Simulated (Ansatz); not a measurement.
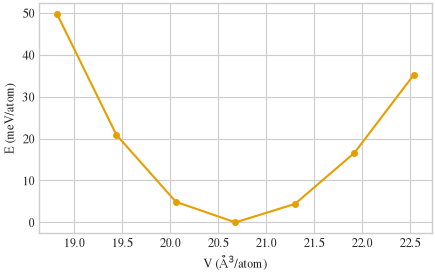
Fig. 1. BiB (zinc blende, F-43m) under volume change, DFT-r²SCAN in the program Ansatz with PAW potentials, scaled uniformly.

### Question
What does a third-order Birch–Murnaghan fit give for V₀, B₀ and B′?

### Answer
V₀ = 20.68 Å³/atom, B₀ = 79.5 GPa, B′ = 4.7.

The cell is a constructed one: a structure type filled with these elements; neither database checked (COD, Materials Project) lists it. Its standing as an ambient phase is unchecked. Symmetry was held in the r²SCAN relaxation; its stability against distortions is not shown here. Scalar-relativistic: spin–orbit coupling is off unless named, which matters more the heavier the elements.

Potentials: the later of the program's two PAW sets.
